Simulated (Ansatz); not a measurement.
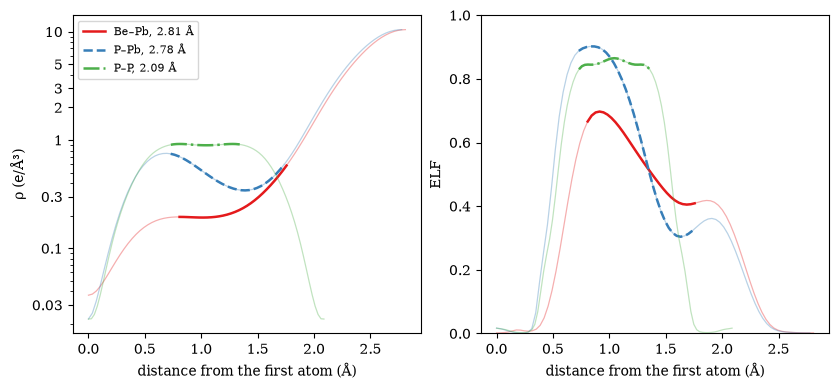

*BeP₂Pb₂. Valence pseudo-density and ELF along straight lines between neighbouring atoms. Thin, pale parts lie inside the atomic spheres.*

Space group R-3m; a structure from a database of computed crystals, not necessarily the ambient phase; started from the CaGa2As2-166 prototype, which need not be the ambient phase.

These are results of DFT, r2SCAN+rVV10, plane waves, PAW in Ansatz, not measurements.

Core electrons are frozen (PAW), and the valence fields are smoothed inside the atomic spheres.

```
Be P Pb
1.0
     4.03536    0.00000    0.00000
    -2.01768    3.49472    0.00000
     0.00000    0.00000   24.74950
Be P Pb
3 6 6
Direct
  0.00000 0.00000 0.00000
  0.66667 0.33333 0.33333
  0.33333 0.66667 0.66667
  0.33333 0.66667 0.12449
  0.00000 0.00000 0.45782
  0.66667 0.33333 0.79116
  0.33333 0.66667 0.20884
  0.00000 0.00000 0.54218
  0.66667 0.33333 0.87551
  0.00000 0.00000 0.26989
  0.66667 0.33333 0.60322
  0.33333 0.66667 0.93656
  0.66667 0.33333 0.06344
  0.33333 0.66667 0.39678
  0.00000 0.00000 0.73011
```

### What can be read from the curves?

Be–Pb (2.81 Å): ρ is about 0.25 e/Å³ halfway, with its minimum of 0.19 e/Å³ about 1.0 Å from Be; the ELF is about 0.50 at the midpoint.
P–Pb (2.78 Å): the density is about 0.34 e/Å³ at the midpoint; the ELF peaks at about 0.90 in the valence shell of P, 0.8 Å from its nucleus, and drops to about 0.30 between the two atoms.
P–P (2.09 Å): ρ at the midpoint is about 0.89 e/Å³; the ELF peaks at about 0.85 between the atoms: a covalent bond.
